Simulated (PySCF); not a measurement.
# C₃H₂FNO: geometry, NMR shifts, spin-spin couplings and electronic excitations

Wanted: the NMR shifts, spin-spin couplings and electronic excitations of C₃H₂FNO (`Fc1ccno1`), by calculation.

Programs: PySCF 2.14.0, with density-fitted response routines of our own. Each step states its level of theory. These are calculated values for one molecule in the gas phase, unless marked as measured. Atoms count from 0, in the outputs and in this text.

## Step 1: Starting geometry

8 atoms, charge 0, multiplicity 1; geometry from: GFN2-xTB.

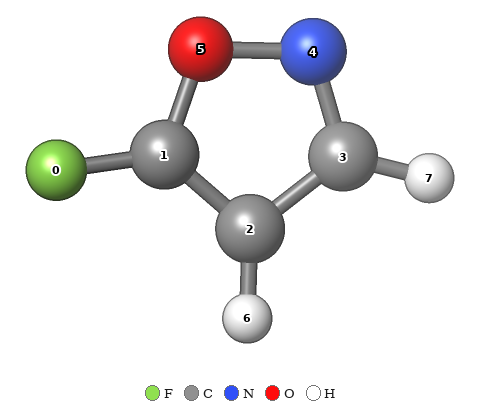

The starting geometry (fluorine green, carbon grey, nitrogen blue, oxygen red, hydrogen white), atoms numbered; sticks join atoms by distance.

## Step 2: Optimising the geometry at PBE0-D3(BJ)/def2-SVP

What the job is given:

```
{"job": {"xc": "PBE0", "basis": "def2-SVP", "d3": "d3bj", "grid": 1, "kind": "geom"}, "charge": 0, "multiplicity": 1}
F      2.327310     0.112909     0.272189
C      1.034758    -0.089931     0.129060
C     -0.005697     0.781714     0.020647
C     -1.107499    -0.096651    -0.105483
N     -0.727520    -1.341407    -0.072801
O      0.618611    -1.352698     0.074660
H      0.013351     1.849369     0.030138
H     -2.144257     0.146107    -0.217493
```

The log of the run:

```text
step   0  E = -344.64644426  max force = 0.017461
step   1  E = -344.64365460  max force = 0.012039
step   2  E = -344.64687483  max force = 0.007840
step   3  E = -344.64791049  max force = 0.003688
step   4  E = -344.64793404  max force = 0.005518
step   5  E = -344.64806386  max force = 0.001194
step   6  E = -344.64807452  max force = 0.000847
step   7  E = -344.64807993  max force = 0.000225
optimisation converged
```

Wall time 22 s (1 thread, shared host).

Step by step: (the energy doesn't fall at every step)

```csv
step,energy from step 0 (eV),largest force component (eV/Å)
0,0.0000,0.8979
1,0.0759,0.6191
2,-0.0117,0.4031
3,-0.0399,0.1896
4,-0.0405,0.2837
5,-0.0441,0.0614
6,-0.0444,0.0436
7,-0.0445,0.0116
```

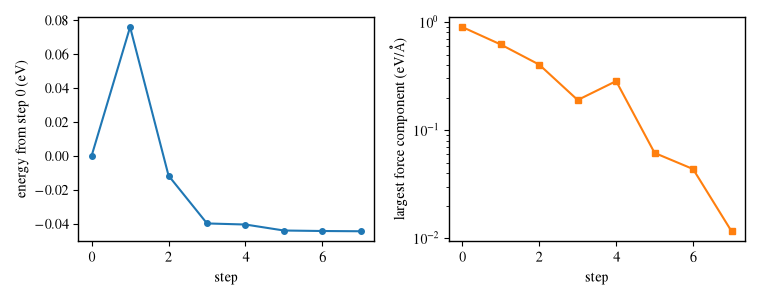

Energy and largest force along the relaxation.

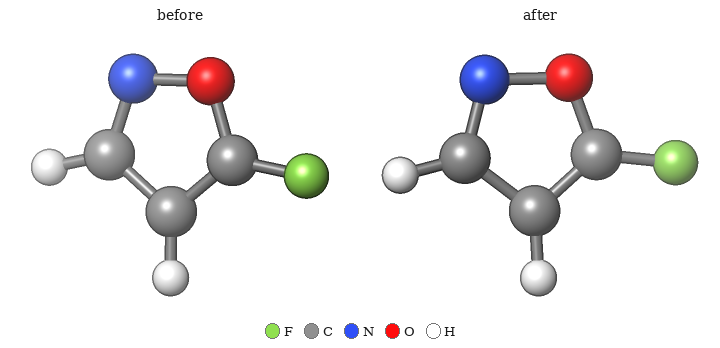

Before and after, at one scale.

Close pairs (by a distance rule), those that changed most:

```csv
bond,before (Å),after (Å),change (Å)
N4–O5,1.354,1.376,+0.022
C3–H7,1.071,1.090,+0.020
F0–C1,1.316,1.298,-0.019
C2–H6,1.068,1.085,+0.017
C1–O5,1.331,1.319,-0.012
C2–C3,1.415,1.421,+0.006
C3–N4,1.302,1.308,+0.006
C1–C2,1.362,1.360,-0.002
```

The end geometry stands in the next job.

```csv
at the end point,value
point group (found at 0.08 Å tolerance),Cs
"rotational constants (GHz, main isotopes)","9.798, 3.756, 2.715"
dipole moment (D),2.70
```

## Step 3: Nuclear shieldings: PBE0/pcSseg-1

What the job is given:

```
{"job": {"kind": "nmr", "xc": "PBE0", "basis": "pcSseg-1"}, "charge": 0, "multiplicity": 1}
F      1.848812    -0.047499     1.434038
C      0.820129    -0.146791     0.649260
C      0.054493     0.787230     0.024310
C     -0.882950    -0.034918    -0.656916
N     -0.678211    -1.309579    -0.448339
O      0.412107    -1.373862     0.388412
H      0.149768     1.867838     0.048801
H     -1.710972     0.266573    -1.299135
```

With the program's defaults for keys left out, this is: GIAO PBE0/pcSseg-1 NMR shielding, non-relativistic, gas phase.

The log of the run:

```text
coarse grid: 7736 points
cycle   1  E = -344.7536090085  dE =  1.286e+00  |g| = 5.848e-01  |ddm| = 2.780e+00
cycle   2  E = -344.7023527743  dE =  5.126e-02  |g| = 8.004e-01  |ddm| = 7.883e-01
cycle   3  E = -344.8155532389  dE = -1.132e-01  |g| = 9.105e-02  |ddm| = 4.786e-01
cycle   4  E = -344.8164763678  dE = -9.231e-04  |g| = 6.193e-02  |ddm| = 9.773e-02
cycle   5  E = -344.8173082264  dE = -8.319e-04  |g| = 8.471e-03  |ddm| = 5.014e-02
cycle   6  E = -344.8173212832  dE = -1.306e-05  |g| = 4.366e-03  |ddm| = 9.317e-03
cycle   7  E = -344.8173252483  dE = -3.965e-06  |g| = 8.944e-04  |ddm| = 3.593e-03
final grid: 78176 points
cycle   8  E = -344.8671097501  dE = -1.811e-05  |g| = 8.559e-03  |ddm| = 2.042e-02
cycle   9  E = -344.8670853998  dE =  2.435e-05  |g| = 1.458e-02  |ddm| = 1.193e-02
cycle  10  E = -344.8671222769  dE = -3.688e-05  |g| = 1.347e-03  |ddm| = 8.042e-03
cycle  11  E = -344.8671226808  dE = -4.039e-07  |g| = 2.795e-04  |ddm| = 1.164e-03
cycle  12  E = -344.8671226935  dE = -1.266e-08  |g| = 1.214e-04  |ddm| = 2.307e-04
cycle  13  E = -344.8671226961  dE = -2.672e-09  |g| = 4.542e-05  |ddm| = 1.009e-04
cycle  14  E = -344.8671226966  dE = -4.263e-10  |g| = 1.415e-05  |ddm| = 4.104e-05
converged SCF energy = -344.8671226966

GIAO shielding tensors (ppm)
atom      isotropic    diamagn.    paramagn.     s11        s22        s33       span
  0 F      284.968     469.805    -184.836    172.253    281.949    400.702    228.449
  1 C        5.505     250.725    -245.220    -68.912     31.039     54.388    123.300
  2 C      101.978     256.833    -154.854     52.665     89.564    163.706    111.041
  3 C       27.487     251.004    -223.517    -79.111     34.399    127.172    206.283
  4 N     -134.713     317.742    -452.455   -350.400    -94.415     40.676    391.076
  5 O      -45.526     397.159    -442.685   -146.833   -123.029    133.284    280.117
  6 H       25.779      30.157      -4.378     23.175     25.682     28.479      5.304
  7 H       23.219      28.718      -5.498     22.081     22.761     24.815      2.734
```

Wall time 8.4 s (1 thread, shared host).

The references, computed at this level on geometries of the same kind, shield at (ppm): 1H TMS 31.27, 13C TMS 184.4, 19F CFCl3 177.2, 15N NH3 265.7, 17O H2O 334.6. Their shielding less the atom's gives the shift. The references are single molecules in the gas phase, so shifts against H2O, NH3, PH3, H3PO4 or CFCl3 are not on the usual liquid scales and can be off by tens of ppm.

```csv
atoms,environment,σ (ppm),δ (ppm),δ scaled to CDCl3
C1,aromatic carbon bearing fluorine,5.5,178.9,173.2
C3,aromatic CH next to a ring nitrogen,27.5,156.9,151.9
C2,aromatic CH,102.0,82.4,79.5
H7,hydrogen on an aromatic CH next to a ring nitrogen,23.22,8.05,7.84
H6,hydrogen on an aromatic CH,25.78,5.49,5.42
F0,aryl fluorine,285.0,-107.7,–
N4,pyridine-type nitrogen of an azole,-134.7,400.4,–
O5,aromatic ring oxygen,-45.5,380.1,–
```

The scaled column applies a straight-line fit of computed shieldings to shifts measured in CDCl3, and one for carbons that bear F (root-mean-square error 0.21 ppm for H, 2.0 ppm for C).

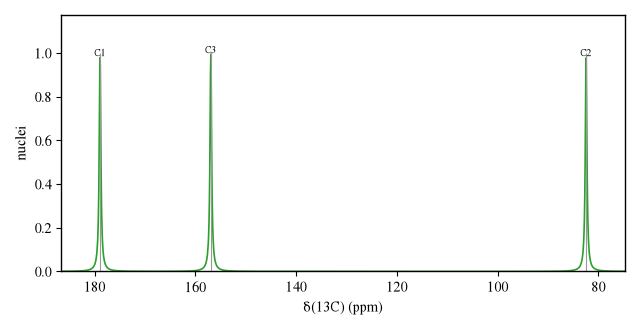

13C lines at the computed shifts, without couplings. Lines are broadened to a width of 0.39 ppm (Lorentzian).

The run also stored atomic charges by several schemes (e):

```csv
atoms,Mulliken,IAO,Hirshfeld,ESP fit
F0,-0.21,-0.21,-0.04,-0.19
C1,0.59,0.48,0.16,0.68
C2,-0.35,-0.31,-0.11,-0.67
C3,0.13,-0.03,0.00,0.31
N4,-0.14,-0.13,-0.12,-0.39
O5,-0.28,-0.16,-0.04,-0.12
```

Hirshfeld charges:

```csv
atom,value (e)
F0,-0.04
C1,0.16
C2,-0.11
C3,0.00
N4,-0.12
O5,-0.04
H6,0.07
H7,0.08
```

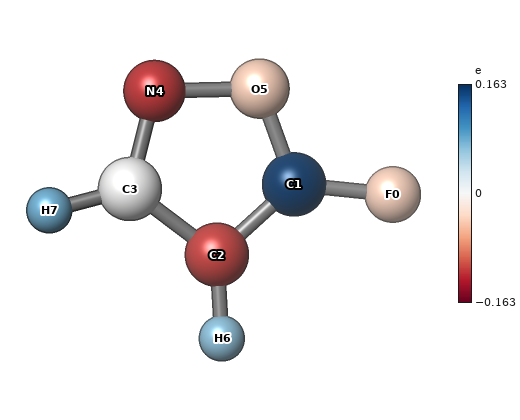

Hirshfeld charges, as colours on the atoms.

Mayer bond orders: F0–C1 1.05, C1–C2 1.56, C2–C3 1.21, C3–N4 1.63, N4–O5 0.96, O5–C1 1.14.

Ring of atoms C1, C2, C3, N4, O5: NICS(0) -11.9, NICS(1) -9.7, NICS(1)zz -23.7 ppm (means of both faces).

## Step 4: J couplings: B3LYP/pcJ-1

Settings changed since step 3:

```diff
@@ -1,2 +1,2 @@
-{"job": {"kind": "nmr", "xc": "PBE0", "basis": "pcSseg-1"}, "charge": 0, "multiplicity": 1}
+{"job": {"kind": "j", "xc": "B3LYP", "basis": "pcJ-1"}, "charge": 0, "multiplicity": 1}
 F      1.848812    -0.047499     1.434038
```

Level: B3LYP/pcJ-1 indirect spin-spin coupling, non-relativistic, gas phase.

The log of the run:

```text
coarse grid: 7736 points
cycle   1  E = -345.1398589196  dE =  1.221e+00  |g| = 6.422e-01  |ddm| = 2.765e+00
cycle   2  E = -345.0573427727  dE =  8.252e-02  |g| = 9.457e-01  |ddm| = 8.740e-01
cycle   3  E = -345.2092044814  dE = -1.519e-01  |g| = 1.176e-01  |ddm| = 5.443e-01
cycle   4  E = -345.2104811102  dE = -1.277e-03  |g| = 8.486e-02  |ddm| = 1.238e-01
cycle   5  E = -345.2119958322  dE = -1.515e-03  |g| = 1.330e-02  |ddm| = 6.676e-02
cycle   6  E = -345.2120303172  dE = -3.448e-05  |g| = 5.490e-03  |ddm| = 1.282e-02
cycle   7  E = -345.2120359688  dE = -5.652e-06  |g| = 1.206e-03  |ddm| = 4.226e-03
final grid: 78176 points
cycle   8  E = -345.2694945471  dE = -1.303e-04  |g| = 4.157e-03  |ddm| = 1.217e-02
cycle   9  E = -345.2694923509  dE =  2.196e-06  |g| = 5.133e-03  |ddm| = 4.972e-03
cycle  10  E = -345.2694966439  dE = -4.293e-06  |g| = 1.093e-03  |ddm| = 3.243e-03
cycle  11  E = -345.2694967665  dE = -1.225e-07  |g| = 6.254e-04  |ddm| = 1.004e-03
cycle  12  E = -345.2694968482  dE = -8.174e-08  |g| = 1.234e-04  |ddm| = 4.680e-04
cycle  13  E = -345.2694968510  dE = -2.798e-09  |g| = 1.593e-05  |ddm| = 8.893e-05
cycle  14  E = -345.2694968510  dE = -2.046e-11  |g| = 1.088e-05  |ddm| = 1.391e-05
converged SCF energy = -345.2694968510

Indirect spin-spin couplings (Hz)
  i      j    bonds     total        FC       PSO       DSO        SD
  0 F    1 C    1   -362.950  -332.983   -28.219     1.041    -2.789
  0 F    2 C    2     15.573    29.713   -20.094    -0.298     6.252
  0 F    3 C    3      2.479     7.079    -1.183    -0.466    -2.951
  0 F    4 N    3     17.540     8.698    11.620     0.229    -3.007
  0 F    5 O    2      3.353   -20.319    24.697     0.073    -1.097
  0 F    6 H    3     -8.279    -4.919    -2.138    -0.852    -0.369
  0 F    7 H    4      1.266     2.426     0.739    -1.866    -0.034
  1 C    2 C    1    103.262   107.183    -6.571     0.365     2.285
  1 C    3 C    2      8.719     9.933    -0.363     0.077    -0.928
  1 C    4 N    2      3.555     4.312     0.735     0.007    -1.498
  1 C    5 O    1     33.705    24.872     9.548    -0.187    -0.528
  1 C    6 H    2      5.729     6.709    -0.738    -0.224    -0.018
  1 C    7 H    3      6.562     6.961     0.237    -0.503    -0.133
  2 C    3 C    1     59.600    63.765    -5.033     0.266     0.603
  2 C    4 N    2      0.693     0.127     0.230     0.020     0.315
  2 C    5 O    2     -7.240    -7.353     0.663     0.021    -0.571
  2 C    6 H    1    199.112   197.321     0.375     0.937     0.479
  2 C    7 H    2     10.308    10.893    -0.251    -0.387     0.053
  3 C    4 N    1      5.139    -1.031     7.813    -0.084    -1.560
  3 C    5 O    2      3.783     2.434     2.199     0.017    -0.868
  3 C    6 H    2      5.858     6.539    -0.337    -0.381     0.036
  3 C    7 H    1    198.206   197.162    -0.236     0.948     0.332
  4 N    5 O    1    -46.879   -43.512    -3.763     0.058     0.338
  4 N    6 H    3     -0.910    -0.961    -0.237     0.264     0.024
  4 N    7 H    2    -16.604   -17.965     1.126     0.151     0.085
  5 O    6 H    3     -2.646    -2.650    -0.304     0.357    -0.049
  5 O    7 H    3     -7.231    -7.560     0.069     0.374    -0.115
  6 H    7 H    3      2.054     2.207     0.982    -1.125    -0.010
```

Wall time 33 s (1 thread, shared host).

Couplings of 1 Hz or more, nine at most for each number of bonds (isotopes 13C, 19F, 1H, 15N, 17O):

```csv
pair,bonds,J (Hz),Fermi contact (Hz),dihedral (°)
F0–C1,1,-362.9,-333.0,–
C2–H6,1,199.1,197.3,–
C3–H7,1,198.2,197.2,–
C1–C2,1,103.3,107.2,–
C2–C3,1,59.6,63.8,–
N4–O5,1,-46.9,-43.5,–
C1–O5,1,33.7,24.9,–
C3–N4,1,5.1,-1.0,–
N4–H7,2,-16.6,-18.0,–
F0–C2,2,15.6,29.7,–
C2–H7,2,10.3,10.9,–
C1–C3,2,8.7,9.9,–
C2–O5,2,-7.2,-7.4,–
C3–H6,2,5.9,6.5,–
C1–H6,2,5.7,6.7,–
C3–O5,2,3.8,2.4,–
C1–N4,2,3.6,4.3,–
F0–N4,3,17.5,8.7,180
F0–H6,3,-8.3,-4.9,0
O5–H7,3,-7.2,-7.6,-180
C1–H7,3,6.6,7.0,180
O5–H6,3,-2.6,-2.6,-180
F0–C3,3,2.5,7.1,-180
H6–H7,3,2.1,2.2,0
F0–H7,4,1.3,2.4,–
```

Quadrupole couplings from the field gradients of the same density:

```csv
atom,isotope,eQq/h (MHz),η
O5,17O,-10.5,0.22
N4,14N,6.348,0.79
```

Shifts (PBE0/pcSseg-1, scaled to CDCl3) and these couplings together give the proton spectrum at 400 MHz below. H–H couplings in it are scaled by factors fitted to measured ones, so they differ from the table.

1H NMR δ 7.84 (dd, J = 1.9, 1.3 Hz, 1H), 5.42 (dd, J = 8.3, 1.9 Hz, 1H).

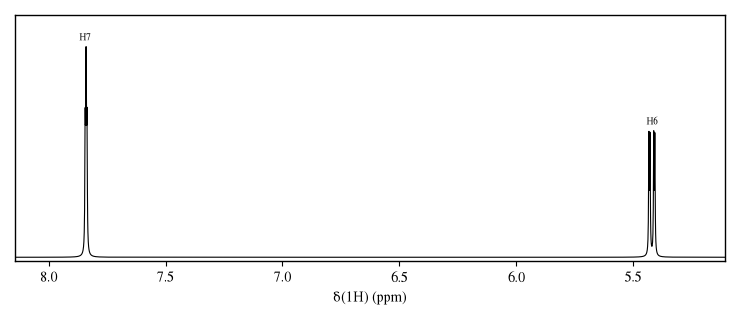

Simulated proton spectrum at 400 MHz, by exact diagonalisation of each spin system; lines 1.2 Hz wide, exchangeable protons uncoupled.

## Step 5: TDDFT and polarisability: wB97X-D/def2-SVPD

Settings changed since step 4:

```diff
@@ -1,2 +1,2 @@
-{"job": {"kind": "j", "xc": "B3LYP", "basis": "pcJ-1"}, "charge": 0, "multiplicity": 1}
+{"job": {"kind": "uv", "xc": "wB97X-D", "basis": "def2-SVPD", "ip": true}, "charge": 0, "multiplicity": 1}
 F      1.848812    -0.047499     1.434038
```

Method: TDDFT wB97X-D/def2-SVPD, vertical, gas phase, core orbitals frozen in the response.

The log of the run:

```text
coarse grid: 7736 points
cycle   1  E = -344.7784830027  dE =  1.392e+00  |g| = 6.301e-01  |ddm| = 4.024e+00
cycle   2  E = -344.7837747495  dE = -5.292e-03  |g| = 6.731e-01  |ddm| = 1.396e+00
cycle   3  E = -344.8622989935  dE = -7.852e-02  |g| = 7.596e-02  |ddm| = 7.211e-01
cycle   4  E = -344.8632397675  dE = -9.408e-04  |g| = 4.142e-02  |ddm| = 1.365e-01
cycle   5  E = -344.8636172822  dE = -3.775e-04  |g| = 1.111e-02  |ddm| = 6.778e-02
cycle   6  E = -344.8636507411  dE = -3.346e-05  |g| = 3.537e-03  |ddm| = 1.902e-02
cycle   7  E = -344.8636541724  dE = -3.431e-06  |g| = 1.268e-03  |ddm| = 5.817e-03
final grid: 78176 points
cycle   8  E = -344.9142748200  dE = -8.639e-05  |g| = 7.655e-03  |ddm| = 1.036e-01
cycle   9  E = -344.9142730607  dE =  1.759e-06  |g| = 9.043e-03  |ddm| = 1.847e-02
cycle  10  E = -344.9142865616  dE = -1.350e-05  |g| = 6.521e-04  |ddm| = 7.132e-03
cycle  11  E = -344.9142866437  dE = -8.212e-08  |g| = 6.114e-04  |ddm| = 1.921e-03
cycle  12  E = -344.9142867324  dE = -8.870e-08  |g| = 7.419e-05  |ddm| = 9.437e-04
cycle  13  E = -344.9142867351  dE = -2.649e-09  |g| = 4.210e-05  |ddm| = 2.255e-04
cycle  14  E = -344.9142867356  dE = -5.512e-10  |g| = 1.348e-05  |ddm| = 8.091e-05
converged SCF energy = -344.9142867356

Static polarisability (au): isotropic 42.559, principal 29.335 46.486 51.856

Singlet excitations
state   eV       nm        f      main configurations
  1   6.6542    186.3   0.12123   H->L 0.92
  2   6.8377    181.3   0.00693   H-1->L 0.97
  3   7.4849    165.6   0.01565   H->L+1 0.89
  4   7.6340    162.4   0.00743   H-2->L 0.60, H->L+3 0.34
  5   8.3103    149.2   0.00004   H->L+2 0.81
  6   8.7245    142.1   0.33404   H->L+3 0.56, H-2->L 0.28
  7   8.8666    139.8   0.03336   H-2->L+1 0.54, H->L+4 0.20
  8   8.9624    138.3   0.00374   H-1->L+3 0.78
  9   9.0538    136.9   0.00002   H->L+4 0.37, H->L+5 0.30, H-1->L+3 0.09
 10   9.2255    134.4   0.05280   H-1->L+1 0.79

Triplet excitations (Tamm-Dancoff, eV): 4.4964 5.8205 5.9429 6.5935
Vertical ionisation energy (delta-SCF) = 10.2567 eV
```

Wall time 26 s (1 thread, shared host).

Frontier orbitals and where they lie:

```csv
orbital,eV,atoms
HOMO−3,-13.91,"O5 53 %, C3 17 %, H7 10 %"
HOMO−2,-11.20,"O5 30 %, C3 29 %, C2 17 %"
HOMO−1,-11.17,"N4 63 %, C3 12 %, O5 12 %"
HOMO,-9.78,"N4 27 %, C2 26 %, C1 22 %"
LUMO,1.23,"N4 24 %, C3 21 %, C1 19 %"
LUMO+1,2.22,"C1 30 %, C2 22 %, F0 13 %"
LUMO+2,2.76,"C3 24 %, H7 22 %, H6 12 %"
```

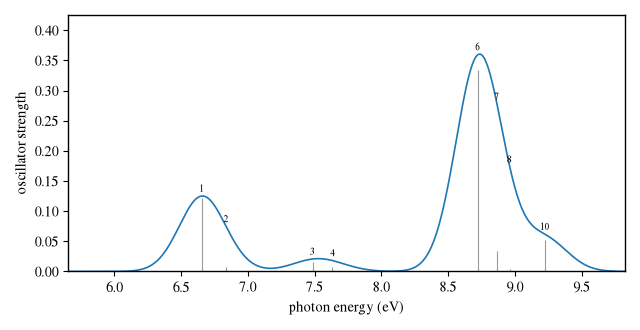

Absorption spectrum from the 10 singlet states computed; above the last one it falls off for lack of states. Lines are broadened to a width of 0.40 eV (Gaussian).

Further results of this job:

```csv
property,computed
dipole moment (D),2.88
polarisability (Å³),6.31
HOMO–LUMO gap (eV),11.01
−ε(HOMO) (eV),9.78
```

## Step 6: NMR shieldings: PBE0/pcSseg-2

Settings changed since step 5:

```diff
@@ -1,2 +1,2 @@
-{"job": {"kind": "uv", "xc": "wB97X-D", "basis": "def2-SVPD", "ip": true}, "charge": 0, "multiplicity": 1}
+{"job": {"kind": "nmr", "xc": "PBE0", "basis": "pcSseg-2", "pop": false}, "charge": 0, "multiplicity": 1}
 F      1.848812    -0.047499     1.434038
```

Level: GIAO PBE0/pcSseg-2 NMR shielding, non-relativistic, gas phase.

The log of the run:

```text
coarse grid: 7736 points
cycle   1  E = -344.9764236357  dE =  1.275e+00  |g| = 6.037e-01  |ddm| = 2.223e+00
cycle   2  E = -344.9229117571  dE =  5.351e-02  |g| = 8.243e-01  |ddm| = 7.107e-01
cycle   3  E = -345.0385967656  dE = -1.157e-01  |g| = 1.006e-01  |ddm| = 4.304e-01
cycle   4  E = -345.0397640505  dE = -1.167e-03  |g| = 6.442e-02  |ddm| = 8.707e-02
cycle   5  E = -345.0406525222  dE = -8.885e-04  |g| = 1.051e-02  |ddm| = 4.428e-02
cycle   6  E = -345.0406739773  dE = -2.146e-05  |g| = 4.452e-03  |ddm| = 9.169e-03
cycle   7  E = -345.0406779732  dE = -3.996e-06  |g| = 1.002e-03  |ddm| = 3.169e-03
final grid: 78176 points
cycle   8  E = -345.0392095681  dE = -6.098e-05  |g| = 7.338e-03  |ddm| = 2.655e-02
cycle   9  E = -345.0391936075  dE =  1.596e-05  |g| = 1.211e-02  |ddm| = 8.561e-03
cycle  10  E = -345.0392189044  dE = -2.530e-05  |g| = 1.393e-03  |ddm| = 5.424e-03
cycle  11  E = -345.0392193107  dE = -4.063e-07  |g| = 3.643e-04  |ddm| = 1.079e-03
cycle  12  E = -345.0392193339  dE = -2.315e-08  |g| = 1.645e-04  |ddm| = 2.654e-04
cycle  13  E = -345.0392193391  dE = -5.209e-09  |g| = 4.373e-05  |ddm| = 1.082e-04
cycle  14  E = -345.0392193394  dE = -3.397e-10  |g| = 2.007e-05  |ddm| = 3.517e-05
converged SCF energy = -345.0392193394

GIAO shielding tensors (ppm)
atom      isotropic    diamagn.    paramagn.     s11        s22        s33       span
  0 F      288.201     465.340    -177.138    176.432    289.293    398.878    222.446
  1 C        1.277     253.978    -252.702    -76.601     29.786     50.645    127.246
  2 C       99.645     258.668    -159.023     48.927     86.946    163.062    114.134
  3 C       22.737     253.403    -230.666    -86.742     29.541    125.411    212.153
  4 N     -138.129     315.285    -453.414   -353.089   -100.791     39.494    392.583
  5 O      -51.010     388.677    -439.687   -151.707   -129.155    127.833    279.541
  6 H       25.749      31.291      -5.542     23.239     26.038     27.970      4.731
  7 H       23.130      29.477      -6.346     22.018     22.148     25.225      3.206
```

It took 23 s on 1 thread, shared host.

This run: δ C1 182.8, C3 161.4, C2 84.5, F0 -112.4, H7 8.11, H6 5.50 ppm.

## Step 7: Comparing the runs: NMR shifts

Shifts (ppm) of some atoms, chosen among heavy atoms and hydrogens apart, with basis size and wall time:

```csv
run,C1,C3,C2,H7,H6,F0,O5,functions,time
PBE0/pcSseg-1,178.9,156.9,82.4,8.05,5.49,-107.7,380.1,112,8.4 s
PBE0/pcSseg-2,182.8,161.4,84.5,8.11,5.50,-112.4,379.2,244,23 s
```

## Step 8: Outcome

| quantity | value |
| --- | --- |
| point group | Cs |
| rotational constants (main isotopes) | 9.80, 3.76, 2.72 GHz |
| 13C shifts against TMS (PBE0/pcSseg-1) | 178.9, 156.9, 82.4 ppm |
| 1H shifts against TMS (PBE0/pcSseg-1) | 8.05, 5.49 ppm |
| 19F shifts against CFCl3 (PBE0/pcSseg-1) | -107.7 ppm |
| 15N shifts against NH3 (PBE0/pcSseg-1) | 400.4 ppm |
| 17O shifts against H2O (PBE0/pcSseg-1) | 380.1 ppm |
| largest coupling of the table (B3LYP/pcJ-1) | 1J(F,C) F0–C1, -362.9 Hz |
| lowest singlet (wB97X-D/def2-SVPD) | 6.65 eV (186 nm), f = 0.121 |
| brightest single state of those computed | state 6, 8.72 eV, f = 0.334 |
| lowest triplet | 4.50 eV |
| vertical ionisation energy (ΔSCF) | 10.26 eV |
| range of the shift of F0 | -112.4 to -107.7 ppm |

In words: Over 7 steps the energy fell by 0.045 eV; of the close pairs, N4–O5 changed most, 1.354 to 1.376 Å. No frequency check was run at this level, so the end point may be a saddle. At PBE0/pcSseg-1: The widest tensor belongs to N4: span 391 ppm, with a paramagnetic part of -452 ppm. NICS(1)zz of -24 ppm above the planar ring from C1 marks a diatropic (aromatic) ring current. In the run at B3LYP/pcJ-1, the largest coupling of the table is F0–C1, -362.9 Hz, of which the Fermi-contact term gives -333.0 Hz. The lowest singlet, at 6.65 eV, is HOMO→LUMO 0.92 and is bright; of the 10 states computed, the strongest absorption comes from state 6 at 8.72 eV. The lowest triplet lies 2.16 eV below the lowest singlet (triplets in Tamm-Dancoff, singlets in full TDDFT). The orbital energy would give 9.78 eV for ionisation, ΔSCF gives 10.26 eV. In ppm, F0 moves most: its shift spreads over 4.7 ppm, from -112.4 (PBE0/pcSseg-2) to -107.7 (PBE0/pcSseg-1). Part of that comes from the computed reference.
